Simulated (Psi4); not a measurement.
# triplet CH4F2Si: levels of theory compared

Aim: a comparison of 3 runs (UB3LYP/cc-pVDZ, UCAM-B3LYP/cc-pVDZ, UM06-2X/cc-pVDZ) of triplet CH4F2Si. 

The results are computed with Psi4 1.11.

2 further runs of the same task are left out: 2 set aside as unsound or not needed.

## Step 1: The structure to begin with

CH4F2Si has 8 atoms, charge 0, and is taken as a triplet. As SMILES of the parent species, `C[SiH](F)F`. Geometry: relaxed at PBE0-D4/def2-TZVP. That shape belongs to the parent species and isn't relaxed for this state.

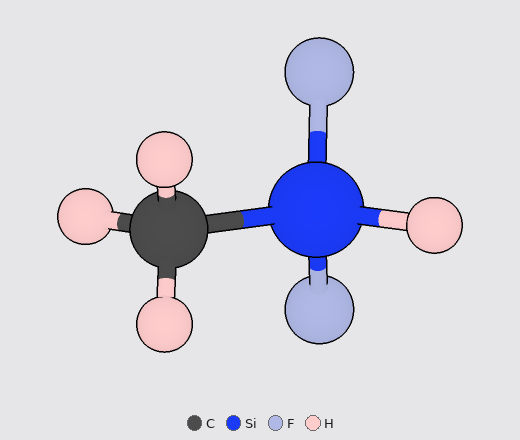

The structure, seen from a chosen angle (carbon dark grey, silicon blue, fluorine light blue, hydrogen pink).

## Step 2: Energy and gradient at UB3LYP/cc-pVDZ (run 1)

Input file ch4f2si.xyz:

```xyz
8
CH4F2Si
C     -0.387100     0.881700    -0.174700
Si     0.329300    -0.775200     0.180600
F      1.916300    -0.678300     0.226700
F     -0.035400    -1.783900    -0.994000
H     -0.013400     1.269000    -1.125400
H     -0.122700     1.591000     0.613300
H     -1.476800     0.824400    -0.231400
H     -0.118100    -1.385700     1.449000
```

Input file calc.py:

```python
import psi4

psi4.set_memory('2200 MB')
psi4.set_num_threads(1)
psi4.core.set_output_file('ch4f2si.out', False)

with open('ch4f2si.xyz') as f:
    atoms = ''.join(f.readlines()[2:])
geom = psi4.geometry('0 3\n' + atoms + 'symmetry c1\nno_reorient\nno_com')

options = {'basis': 'cc-pVDZ', 'reference': 'uks', 'puream': True, 'e_convergence': 1e-09, 'd_convergence': 1e-08, 'scf_type': 'pk', 'dft_radial_points': 99, 'dft_spherical_points': 590, 'maxiter': 100}
psi4.set_options(options)

energy_value, wavefunction = psi4.gradient('B3LYP', molecule=geom, return_wfn=True)
psi4.oeprop(wavefunction, 'MAYER_INDICES', 'QUADRUPOLE', 'DIPOLE', title='B3LYP')
print('gradient / Eh bohr^-1')
print(energy_value.np.round(6))
print(f'energy = {wavefunction.energy():.10f} Eh')
```

Run with:

```bash
$ python calc.py
```

ch4f2si.out:

```text
[...]
  Running in c1 symmetry.
[...]
  Nuclear repulsion =  183.047944540804394
[...]
  Multiplicity = 3
[...]
  Nalpha       = 22
  Nbeta        = 20
[...]
    Number of basis functions: 80
[...]
   @UKS iter   1:  -529.23613511305007    3.22306e-02   9.42082e-03 ADIIS/DIIS
[...]
   @UKS iter  16:  -529.51553202330103   -6.36646e-12   7.64617e-09 DIIS
[...]
   @S^2 Observed:                2.003491886E+00
[...]
  @UKS Final Energy:  -529.51553202330103
   => Energetics <=
    Nuclear Repulsion Energy =            183.0479445408043944
    One-Electron Energy =               -1097.3050509409931692
    Two-Electron Energy =                 424.1738459030977992
    DFT Exchange-Correlation Energy =     -39.4322715262100374
    Empirical Dispersion Energy =           0.0000000000000000
    VV10 Nonlocal Energy =                  0.0000000000000000
    Total Energy =                       -529.5155320233010343
[...]
  -Total Gradient:
     Atom            X                  Y                   Z
    ------   -----------------  -----------------  -----------------
       1        0.034368685669    -0.053716533605    -0.006332200619
       2        0.036966535307    -0.006949526980    -0.052811158788
       3       -0.062990086924     0.012797195942     0.021916166722
       4       -0.013891615029     0.040626757259     0.052650948909
       5       -0.010832454225     0.010372243208     0.007966162970
       6       -0.003946594426    -0.005338188152    -0.005815058758
       7        0.008421422310     0.001712142809     0.001880212808
       8        0.011896083581     0.000441100785    -0.019392626247
[...]
```

Standard output:

```text
gradient / Eh bohr^-1
[[ 0.034369 -0.053717 -0.006332]
 [ 0.036967 -0.00695  -0.052811]
 [-0.06299   0.012797  0.021916]
 [-0.013892  0.040627  0.052651]
 [-0.010832  0.010372  0.007966]
 [-0.003947 -0.005338 -0.005815]
 [ 0.008421  0.001712  0.00188 ]
 [ 0.011896  0.000441 -0.019393]]
energy = -529.5155320233 Eh
```

Run time: 66 s. Hardware: 1 thread of Intel Xeon Platinum 8259CL at 2.50GHz (Skylake/Cascade Lake), shared host; peak memory 1.2 GiB.

## Step 3: Energy and gradient at UCAM-B3LYP/cc-pVDZ (run 2)

Input file ch4f2si.py:

```python
import psi4

psi4.set_memory(2200000000)
psi4.set_num_threads(1)
psi4.set_output_file('ch4f2si.out', False)

m = psi4.geometry("""
0 3
C     -0.387100     0.881700    -0.174700
Si     0.329300    -0.775200     0.180600
F      1.916300    -0.678300     0.226700
F     -0.035400    -1.783900    -0.994000
H     -0.013400     1.269000    -1.125400
H     -0.122700     1.591000     0.613300
H     -1.476800     0.824400    -0.231400
H     -0.118100    -1.385700     1.449000
units angstrom
symmetry c1
no_reorient
no_com
""")

psi4.set_options({
    'basis': 'cc-pVDZ',
    'reference': 'uks',
    'puream': True,
    'e_convergence': 1e-09,
    'd_convergence': 1e-08,
    'scf_type': 'pk',
    'dft_radial_points': 99,
    'dft_spherical_points': 590,
    'maxiter': 100,
})

e, wfn = psi4.gradient("cam-b3lyp", return_wfn=True)
psi4.oeprop(wfn, "LOWDIN_CHARGES", "WIBERG_LOWDIN_INDICES", "DIPOLE", title="CAM-B3LYP")
print('gradient / Eh bohr^-1')
print(e.np.round(6))
print(f'energy = {wfn.energy():.10f} Eh')
for k, v in sorted(psi4.core.scalar_variables().items()):
    print(f'{k:45s} {v:18.10f}')
```

Run with:

```bash
$ python ch4f2si.py
```

ch4f2si.out:

```text
[...]
  Running in c1 symmetry.
[...]
  Nuclear repulsion =  183.047944540804394
[...]
  Multiplicity = 3
[...]
  Nalpha       = 22
  Nbeta        = 20
[...]
    Number of basis functions: 80
[...]
   @UKS iter   1:  -529.22774195240686   -1.43358e-01   8.02135e-03 DIIS/ADIIS
[...]
   @UKS iter  20:  -529.42009379424780   -4.75211e-11   6.69870e-09 DIIS
[...]
   @S^2 Observed:                2.005067716E+00
[...]
  @UKS Final Energy:  -529.42009379424780
   => Energetics <=
    Nuclear Repulsion Energy =            183.0479445408043944
    One-Electron Energy =               -1097.3287645303748832
    Two-Electron Energy =                 421.3117961379459757
    DFT Exchange-Correlation Energy =     -36.4510699426232136
    Empirical Dispersion Energy =           0.0000000000000000
    VV10 Nonlocal Energy =                  0.0000000000000000
    Total Energy =                       -529.4200937942478049
[...]
  -Total Gradient:
     Atom            X                  Y                   Z
    ------   -----------------  -----------------  -----------------
       1        0.036688174746    -0.055501326840    -0.008436617871
       2        0.031443733323    -0.003198389377    -0.047373336276
       3       -0.056245561588     0.013503828073     0.023006046465
       4       -0.016290149289     0.036150336508     0.048019150219
       5       -0.011101150328     0.011611817514     0.007275064738
       6       -0.003824384191    -0.003760827566    -0.004527437955
       7        0.006422838071     0.002080458843     0.001845580303
       8        0.012898714526    -0.000939839851    -0.019747168529
[...]
```

Standard output:

```text
gradient / Eh bohr^-1
[[ 0.036688 -0.055501 -0.008437]
 [ 0.031444 -0.003198 -0.047373]
 [-0.056246  0.013504  0.023006]
 [-0.01629   0.03615   0.048019]
 [-0.011101  0.011612  0.007275]
 [-0.003824 -0.003761 -0.004527]
 [ 0.006423  0.00208   0.001846]
 [ 0.012899 -0.00094  -0.019747]]
energy = -529.4200937942 Eh
CURRENT ENERGY                                   -529.4200937942
CURRENT REFERENCE ENERGY                         -529.4200937942
DD SOLVATION ENERGY                                 0.0000000000
DFT FUNCTIONAL TOTAL ENERGY                      -529.4200937942
DFT TOTAL ENERGY                                 -529.4200937942
DFT VV10 ENERGY                                     0.0000000000
DFT XC ENERGY                                     -36.4510699426
GRID ELECTRONS ALPHA                               22.0000011760
GRID ELECTRONS BETA                                20.0000008155
GRID ELECTRONS TOTAL                               42.0000019915
NUCLEAR REPULSION ENERGY                          183.0479445408
ONE-ELECTRON ENERGY                             -1097.3287645304
PCM POLARIZATION ENERGY                             0.0000000000
PE ENERGY                                           0.0000000000
SCF ITERATION ENERGY                             -529.4200937942
SCF ITERATIONS                                     20.0000000000
SCF TOTAL ENERGY                                 -529.4200937942
TWO-ELECTRON ENERGY                               421.3117961379
XC GRID RADIAL POINTS                              99.0000000000
XC GRID SPHERICAL POINTS                          590.0000000000
XC GRID TOTAL POINTS                           444260.0000000000
```

It took 99 s on 1 thread of Intel Xeon Platinum 8259CL at 2.50GHz (Skylake/Cascade Lake), shared host; peak memory 1.3 GiB.

## Step 4: Energy and gradient at UM06-2X/cc-pVDZ (run 3)

Input file run.py:

```python
import psi4

psi4.set_memory(2200000000)
psi4.set_num_threads(1)
psi4.set_output_file('output.dat', False)

molecule = psi4.geometry("""
0 3
C     -0.73151298     1.66617152    -0.33013515
Si     0.62228681    -1.46491569     0.34128454
F      3.62128217    -1.28180123     0.42840091
F     -0.06689630    -3.37108243    -1.87838777
H     -0.02532233     2.39806245    -2.12669778
H     -0.23186940     3.00655426     1.15896903
H     -2.79074754     1.55789022    -0.43728263
H     -0.22317666    -2.61859349     2.73821315
units au
symmetry c1
""")

psi4.set_options({
    'basis': 'cc-pVDZ',
    'reference': 'uks',
    'puream': True,
    'e_convergence': 1e-09,
    'd_convergence': 1e-08,
    'scf_type': 'pk',
    'dft_radial_points': 99,
    'dft_spherical_points': 590,
    'maxiter': 100,
})

e, wfn = psi4.gradient('m06-2x', return_wfn=True)
print('gradient / Eh bohr^-1')
print(e.np.round(6))
print(f'energy = {wfn.energy():.10f} Eh')
```

Run with:

```bash
$ python run.py
```

output.dat:

```text
[...]
  Running in c1 symmetry.
[...]
  Nuclear repulsion =  183.047944753900339
[...]
  Multiplicity = 3
[...]
  Nalpha       = 22
  Nbeta        = 20
[...]
    Number of basis functions: 80
[...]
   @UKS iter   1:  -529.19568991867652   -1.35089e-01   7.46141e-03 ADIIS/DIIS
[...]
   @UKS iter  17:  -529.37158533727973   -3.75167e-12   5.50434e-09 DIIS
[...]
   @S^2 Observed:                2.004962268E+00
[...]
  @UKS Final Energy:  -529.37158533727973
   => Energetics <=
    Nuclear Repulsion Energy =            183.0479447539003388
    One-Electron Energy =               -1097.2294426634664433
    Two-Electron Energy =                 408.0816334319511611
    DFT Exchange-Correlation Energy =     -23.2717208596647431
    Empirical Dispersion Energy =           0.0000000000000000
    VV10 Nonlocal Energy =                  0.0000000000000000
    Total Energy =                       -529.3715853372797255
[...]
  -Total Gradient:
     Atom            X                  Y                   Z
    ------   -----------------  -----------------  -----------------
       1        0.038912915319    -0.057207359653    -0.010464525179
       2        0.027895061738    -0.003704569754    -0.041193855844
       3       -0.054035785877     0.014117507106     0.022532752880
       4       -0.016730612762     0.035267221103     0.045893777337
       5       -0.011961949961     0.012789171867     0.007586645873
       6       -0.003844281755    -0.003155162428    -0.004318681440
       7        0.005871206968     0.002386074425     0.001723977840
       8        0.013977667938    -0.000470405468    -0.021915527121
[...]
```

On the terminal:

```text
gradient / Eh bohr^-1
[[ 0.038913 -0.057207 -0.010465]
 [ 0.027895 -0.003705 -0.041194]
 [-0.054036  0.014118  0.022533]
 [-0.016731  0.035267  0.045894]
 [-0.011962  0.012789  0.007587]
 [-0.003844 -0.003155 -0.004319]
 [ 0.005871  0.002386  0.001724]
 [ 0.013978 -0.00047  -0.021916]]
energy = -529.3715853373 Eh
```

Run time: 1.8 min. Hardware: 1 thread of Intel Xeon Platinum 8259CL at 2.50GHz (Skylake/Cascade Lake), shared host; peak memory 1.4 GiB.

## Step 5: All runs side by side

```
run               level  energy (Eh)  dipole moment (D)  HOMO energy (eV)   ⟨S²⟩  wall time
  1      UB3LYP/cc-pVDZ  -529.515532               2.92             -0.52  2.003       66 s
  2  UCAM-B3LYP/cc-pVDZ  -529.420094               3.07             -1.77  2.005       99 s
  3     UM06-2X/cc-pVDZ  -529.371585               3.23             -1.39  2.005    1.8 min
```

## Step 6: Outcome

| quantity | value |
| --- | --- |
| run 3: total energy | -529.37159 Eh |
| run 3: dipole moment | 3.23 D |
| run 3: HOMO energy (highest over α and β) | -1.39 eV |
| run 3: ⟨S²⟩ | 2.005 |
| run 3: largest force on an atom | 3.598 eV/Å |

The dipole moment (its size) runs from 2.92 D (UB3LYP/cc-pVDZ) to 3.23 D (UM06-2X/cc-pVDZ). Totals of different functionals can't be ranked against each other. All runs together took 4.6 min, the longest 1.8 min.
